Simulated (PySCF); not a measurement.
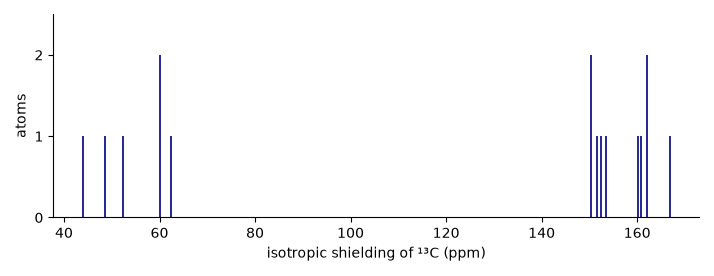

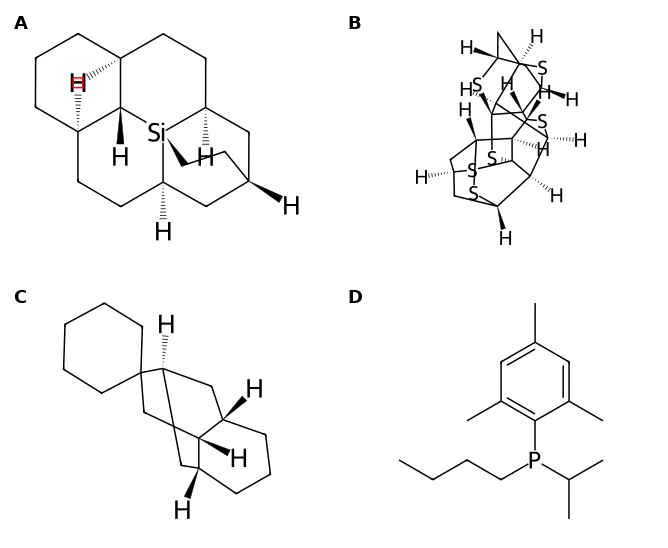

The sticks are computed shieldings of one of the molecules, for one fixed geometry (GFN2-xTB) without averaging over rotations. Low shielding means a high chemical shift. Method: GIAO KT3/pcSseg-1 NMR shielding, non-relativistic, gas phase (PySCF 2.14.0).

**Match the spectrum to a structure.**

D, `CCCCP(c1c(C)cc(C)cc1C)C(C)C`. Its 16 C atoms give lines at 43.9, 48.5, 52.3, 60.2 (2 atoms), 62.3, 150.3 (2 atoms), 151.6, 152.4, 153.5, 160.1, 160.8, 162.1 (2 atoms), 166.8 ppm.

The geometry is semi-empirical. Around P, Si such bond lengths and angles can be off by a tenth of an ångström or more and by several degrees, and values that hang on the shape move with them.
